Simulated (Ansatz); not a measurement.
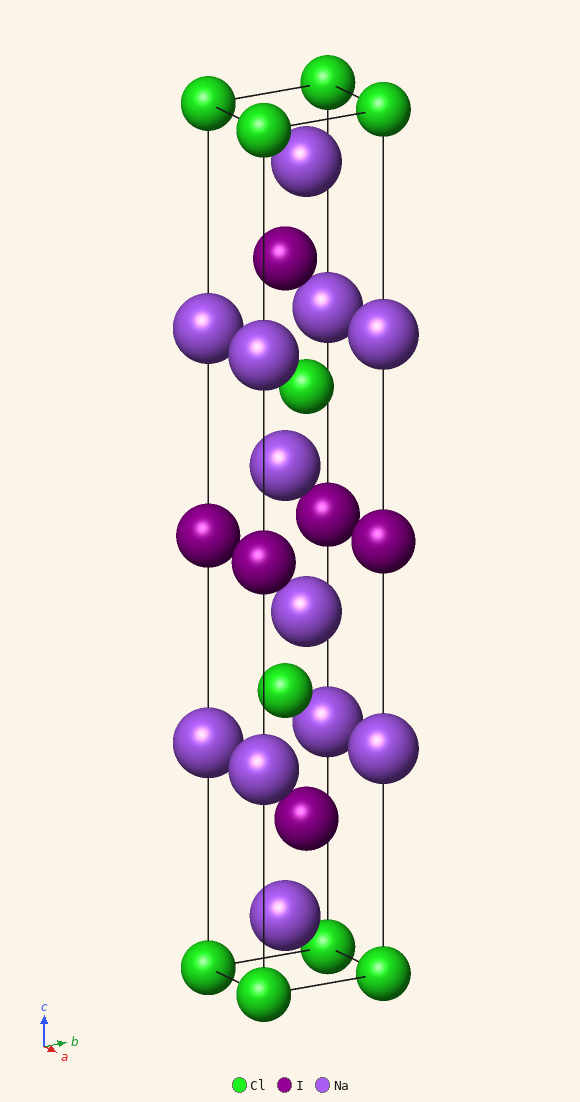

Crystal structure, spheres-only style, seen slightly off an axis. The parallelepiped is the conventional unit cell.

Na$_{2}$ICl, space group R-3m (No. 166), a = 4.283 Å, b = 4.283 Å, c = 20.933 Å, α = 90.00°, β = 90.00°, γ = 120.00°. It derives from a structure type filled with these elements by a generator (whether the compound takes this form wasn't checked). Earlier steps of the study may have refined or changed the cell and positions. It was run through Ansatz as a DFT input.

This one geometry was computed with Ansatz (DFT, plane waves, PAW) at three levels of theory: r2SCAN, PBE and PBE with spin-orbit coupling. It was relaxed beforehand with r2SCAN.

**How does the band gap change with the level of theory?**

PBE with spin-orbit coupling: a gap of 2.85 eV, direct; PBE: a gap of 3.20 eV, direct; r2SCAN: a gap of 3.87 eV, direct.

**Collect the results in a table.**

| level | cutoff (eV) | k-mesh of the run's cell | gap (eV) | pressure (GPa) |
| --- | --- | --- | --- | --- |
| r2SCAN | 500 | 8×8×8 | 3.87 | 0.0 |
| PBE | 420 | 8×8×8 | 3.20 | 0.8 |
| PBE with spin-orbit coupling | 420 | 8×8×8 | 2.85 | 0.8 |

Gaps are taken on the k-mesh or band path of each run.
